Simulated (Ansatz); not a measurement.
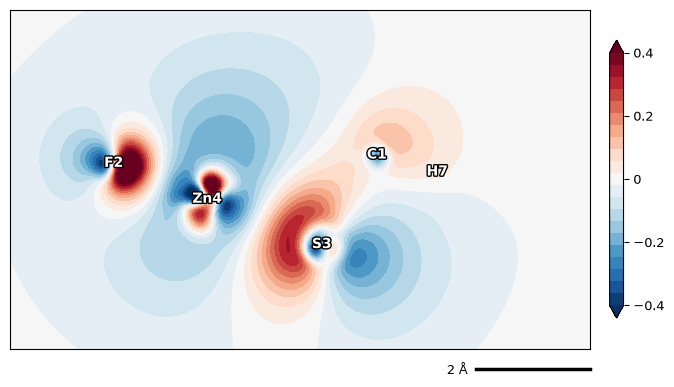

CH3FSZn (SMILES C[S][Zn][F]). One frontier orbital on the plane of atoms C1, S3 and Zn4 (values in Å⁻³ᐟ²; the overall sign is arbitrary).

Geometry: PBE-D3(BJ)/def2-SVP.

Theory: isolated molecule in a Gaussian basis; Kohn-Sham density functional theory, functional PBE0 in Ansatz 0.2.0.

```yaml
atoms:
  - { symbol: C, position_ang: [-1.6761, -0.7366, -1.7118] }
  - { symbol: F, position_ang: [1.7256, 2.3836, -1.5937] }
  - { symbol: S, position_ang: [-1.7512, 0.8802, -2.5981] }
  - { symbol: Zn, position_ang: [0.1715, 1.7039, -2.0386] }
  - { symbol: H, position_ang: [-1.6021, -0.6116, -0.6146] }
  - { symbol: H, position_ang: [-0.8486, -1.3764, -2.0735] }
  - { symbol: H, position_ang: [-2.6314, -1.2495, -1.9362] }
```

Which orbital is it: HOMO or LUMO?

The LUMO, at −1.41 eV. It lies mainly on Zn4 (about 60 %), S3 (about 20 %) and F2 (about 10 %).
